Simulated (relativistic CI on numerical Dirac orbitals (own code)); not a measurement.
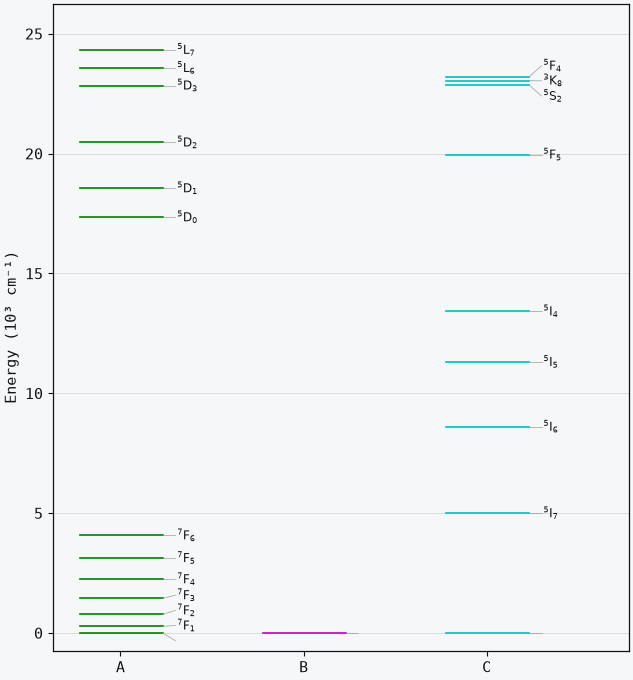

Free-ion levels of three f-shell ions up to 25,000 cm⁻¹ (a Dieke-type diagram), ground labels left off. The ions are Ho³⁺, Sm²⁺ and Tb⁴⁺. Method of calculation: relativistic CI on Dirac orbitals, KLI exchange-only orbitals, Breit term, model QED, unscaled Slater integrals. One f configuration each; labels give the leading LS term, or J alone where it holds under half of the level.

Q: Which column is which ion, and what are the ground levels?

A: A is Sm²⁺ (4f⁶), ground level ⁷F₀, first excited level ⁷F₁ at 272 cm⁻¹, largest gap 13,300 cm⁻¹ from ⁷F₆ to ⁵D₀; B is Tb⁴⁺ (4f⁷), ground level ⁸S°₇/₂; C is Ho³⁺ (4f¹⁰), ground level ⁵I₈, first excited level ⁵I₇ at 4,990 cm⁻¹, largest gap 6,540 cm⁻¹ from ⁵I₄ to ⁵F₅.
